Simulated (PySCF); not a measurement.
# C₈H₈BrN₃: magnetic properties

Aim: compute the magnetic properties of C₈H₈BrN₃ (`Cc1nnn2c(C)c(Br)ccc12`).

Programs: PySCF 2.14.0, with routines of our own; each step states its level. All values are computed. Atoms count from 0.

## 1. The starting structure

20 atoms, charge 0, multiplicity 1; geometry from: GFN2-xTB.

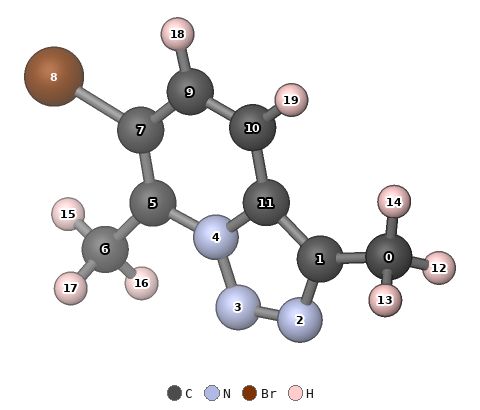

The starting geometry (carbon dark grey, nitrogen light blue, bromine brown, hydrogen pink).

## 2. Magnetic properties: GIAO PBE0/pcSseg-1

Job settings and geometry (Å):

```
{"job": {"kind": "mag", "xc": "PBE0", "basis": "pcSseg-1", "isotopologues": 0}, "charge": 0, "multiplicity": 1}
C      3.324582     0.080925    -0.309179
C      1.926311    -0.406982    -0.218438
N      1.607495    -1.702604    -0.146368
N      0.330999    -1.858730    -0.068062
N     -0.237439    -0.659422    -0.086781
C     -1.575325    -0.408167    -0.020255
C     -2.466045    -1.592147     0.093147
C     -1.942220     0.908539    -0.055547
Br    -3.782690     1.387695     0.046195
C     -0.997059     1.957338    -0.158624
C      0.332830     1.669798    -0.221518
C      0.733360     0.325783    -0.183911
H      3.806423    -0.329155    -1.194863
H      3.890281    -0.249229     0.560386
H      3.345066     1.166442    -0.358751
H     -3.486800    -1.348934    -0.186711
H     -2.081101    -2.389073    -0.540078
H     -2.460200    -1.962273     1.118845
H     -1.350617     2.975420    -0.183921
H      1.077000     2.445452    -0.298300
```

With the program's defaults for keys left out, this is: GIAO PBE0/pcSseg-1 magnetisability, rotational g tensor and spin-rotation constants, non-relativistic, gas phase.

On the command line:

```
$ OMP_NUM_THREADS=1 python excited_run.py task.json out
```

This one command runs all jobs of the session in turn.

Log:

```text
coarse grid: 83912 points
cycle   1  E = -3046.7910836807  dE =  1.300e+00  |g| = 8.693e-01  |ddm| = 4.923e+00
cycle   2  E = -3046.6969155813  dE =  9.417e-02  |g| = 9.343e-01  |ddm| = 1.383e+00
cycle   3  E = -3046.8359584147  dE = -1.390e-01  |g| = 3.910e-01  |ddm| = 1.157e+00
cycle   4  E = -3046.8685115988  dE = -3.255e-02  |g| = 9.093e-02  |ddm| = 4.248e-01
cycle   5  E = -3046.8700847651  dE = -1.573e-03  |g| = 2.554e-02  |ddm| = 1.009e-01
cycle   6  E = -3046.8702117249  dE = -1.270e-04  |g| = 9.712e-03  |ddm| = 3.027e-02
cycle   7  E = -3046.8702312239  dE = -1.950e-05  |g| = 3.199e-03  |ddm| = 1.226e-02
cycle   8  E = -3046.8702335506  dE = -2.327e-06  |g| = 7.919e-04  |ddm| = 3.856e-03
final grid: 178696 points
cycle   9  E = -3046.8702061753  dE =  2.252e-07  |g| = 1.325e-03  |ddm| = 4.134e-03
cycle  10  E = -3046.8702049150  dE =  1.260e-06  |g| = 2.565e-03  |ddm| = 4.283e-03
cycle  11  E = -3046.8702065990  dE = -1.684e-06  |g| = 2.966e-04  |ddm| = 2.953e-03
cycle  12  E = -3046.8702066180  dE = -1.895e-08  |g| = 2.688e-05  |ddm| = 2.785e-04
cycle  13  E = -3046.8702066181  dE = -1.564e-10  |g| = 1.052e-05  |ddm| = 3.580e-05
converged SCF energy = -3046.8702066181

Magnetisability tensor (1e-30 J/T^2)
    -1590.98      -20.52      -85.31
      -20.52    -1566.24      -66.57
      -85.31      -66.57    -3052.43
isotropic -2069.88   principal values   -3060.46  -1594.75  -1554.44
isotropic susceptibility -124.651 1e-6 cm^3/mol

Inertial axes            a          b          c
rot. const./GHz      1.9206     0.3748     0.3148
chi total           -94.764    -94.885   -184.305
chi diamagnetic    -794.909  -3031.468  -3650.797
chi paramagnetic    700.145   2936.583   3466.492
quadrupole/D A       -5.173      6.746     -1.573
g nuclear            0.5869     0.5071     0.5182
g electronic        -0.6317    -0.5170    -0.5127
g total             -0.0449    -0.0100     0.0056

Spin-rotation constants (kHz, H = +C I.J)
atom  isotope        aa         bb         cc
  2    14N        0.537      0.097      0.019
  3    14N        0.548      0.072      0.026
  4    14N        0.387      0.066      0.024
  8   79Br        0.842      0.827      0.670
 12     1H       -0.088     -0.040     -0.005
 13     1H       -0.094     -0.040     -0.004
 14     1H       -0.178      0.007     -0.034
 15     1H        0.041     -0.036     -0.030
 16     1H       -0.125     -0.016     -0.017
 17     1H       -0.206     -0.029      0.002
 18     1H       -0.061      0.013     -0.032
 19     1H       -0.141      0.029     -0.032
  0    13C*       0.263      0.050      0.040
  1    13C*       0.813      0.137      0.059
  5    13C*       0.858      0.141      0.051
  6    13C*       0.289      0.052      0.044
  7    13C*       0.862      0.112      0.059
  9    13C*       0.688      0.168      0.044
 10    13C*       0.631      0.170      0.033
 11    13C*       0.754      0.163      0.045
* in the singly substituted isotopologue
```

Wall time 2.4 min (1 thread of Arm Neoverse N1, shared host); peak memory 1.4 GiB.

Key values:

```tsv
quantity	value
magnetisability	-2070·10⁻³⁰ J/T²
molar susceptibility	-124.7·10⁻⁶ cm³/mol
rotational g (a, b, c)	-0.0449, -0.0100, 0.0056
```

## 3. Magnetic properties: common gauge origin X3LYP/6-31G

The job, as its differences from that of step 2:

```diff
@@ -1,2 +1,2 @@
-{"job": {"kind": "mag", "xc": "PBE0", "basis": "pcSseg-1", "isotopologues": 0}, "charge": 0, "multiplicity": 1}
+{"job": {"kind": "mag", "xc": "X3LYP", "basis": "6-31G", "gauge": [0, 0, 0]}, "charge": 0, "multiplicity": 1}
 C      3.324582     0.080925    -0.309179
```

Level: common gauge origin X3LYP/6-31G magnetisability, rotational g tensor and spin-rotation constants, non-relativistic, gas phase.

Log:

```text
coarse grid: 83912 points
cycle   1  E = -3047.1314874962  dE =  1.523e+00  |g| = 5.581e-01  |ddm| = 5.221e+00
cycle   2  E = -3047.0088542630  dE =  1.226e-01  |g| = 9.302e-01  |ddm| = 2.330e+00
cycle   3  E = -3047.2068292232  dE = -1.980e-01  |g| = 1.636e-01  |ddm| = 1.346e+00
cycle   4  E = -3047.2126695766  dE = -5.840e-03  |g| = 5.625e-02  |ddm| = 2.585e-01
cycle   5  E = -3047.2133968134  dE = -7.272e-04  |g| = 1.934e-02  |ddm| = 8.709e-02
cycle   6  E = -3047.2134741213  dE = -7.731e-05  |g| = 6.009e-03  |ddm| = 2.983e-02
cycle   7  E = -3047.2134824704  dE = -8.349e-06  |g| = 2.095e-03  |ddm| = 1.023e-02
final grid: 178696 points
cycle   8  E = -3047.2134132203  dE =  3.023e-06  |g| = 3.957e-03  |ddm| = 8.159e-03
cycle   9  E = -3047.2133987510  dE =  1.447e-05  |g| = 8.315e-03  |ddm| = 1.589e-02
cycle  10  E = -3047.2134173401  dE = -1.859e-05  |g| = 6.507e-04  |ddm| = 1.111e-02
cycle  11  E = -3047.2134174432  dE = -1.031e-07  |g| = 7.698e-05  |ddm| = 8.385e-04
cycle  12  E = -3047.2134174443  dE = -1.131e-09  |g| = 2.215e-05  |ddm| = 1.094e-04
cycle  13  E = -3047.2134174444  dE = -1.096e-10  |g| = 4.381e-06  |ddm| = 2.897e-05
converged SCF energy = -3047.2134174444

Magnetisability tensor (1e-30 J/T^2)
   -10879.71    -8544.92    -1174.95
    -8544.92   -31594.58      299.56
    -1174.95      299.56   -36367.18
isotropic -26280.49   principal values  -36425.65 -34656.90  -7758.92
isotropic susceptibility -1582.648 1e-6 cm^3/mol

Inertial axes            a          b          c
rot. const./GHz      1.9206     0.3748     0.3148
chi total          -467.806  -2086.538  -2193.601
chi diamagnetic    -794.362  -3032.272  -3653.305
chi paramagnetic    326.556    945.735   1459.704
quadrupole/D A       -7.667      6.547      1.120
g nuclear            0.5869     0.5071     0.5182
g electronic        -0.2947    -0.1665    -0.2159
g total              0.2922     0.3406     0.3024

Spin-rotation constants (kHz, H = +C I.J)
atom  isotope        aa         bb         cc
  2    14N        0.505      0.125      0.040
  3    14N        0.587      0.052      0.018
  4    14N        0.298      0.027     -0.020
  8   79Br        0.689      0.907      0.868
 12     1H       -0.338      0.366      0.254
 13     1H       -0.331      0.358      0.246
 14     1H        0.405     -0.076     -0.051
 15     1H        0.001     -0.206     -0.163
 16     1H        0.669     -0.277     -0.088
 17     1H        0.319     -0.250     -0.090
 18     1H        0.823     -0.269     -0.152
 19     1H        0.983     -0.128     -0.025
  0    13C*       0.118      0.067      0.030
  1    13C*       0.542      0.112      0.001
  5    13C*       0.507     -0.034     -0.107
  6    13C*       0.184     -0.045     -0.029
  7    13C*       0.497     -0.101     -0.157
  9    13C*       0.536      0.023     -0.064
 10    13C*       0.506      0.053     -0.044
 11    13C*       0.424      0.051     -0.056
* in the singly substituted isotopologue
```

It took 26 s on 1 thread of Arm Neoverse N1, shared host; peak memory 0.84 GiB.

It converged, yet the result is unsound: a common gauge origin replaces GIAOs, so the magnetic properties depend on where the origin lies.

## 4. Outcome

| quantity | value |
| --- | --- |
| magnetisability (step 2, GIAO PBE0/pcSseg-1) | -2070·10⁻³⁰ J/T² |
| molar susceptibility (step 2, GIAO PBE0/pcSseg-1) | -124.7·10⁻⁶ cm³/mol |
| rotational g (a, b, c) (step 2, GIAO PBE0/pcSseg-1) | -0.0449, -0.0100, 0.0056 |
| runs | 0 failed, 1 ended on unsound input |

Steps that list no spin-orbit terms leave them out, which matters at and beside the heavy atoms. Vibrational averaging and real surroundings are missing from these values.
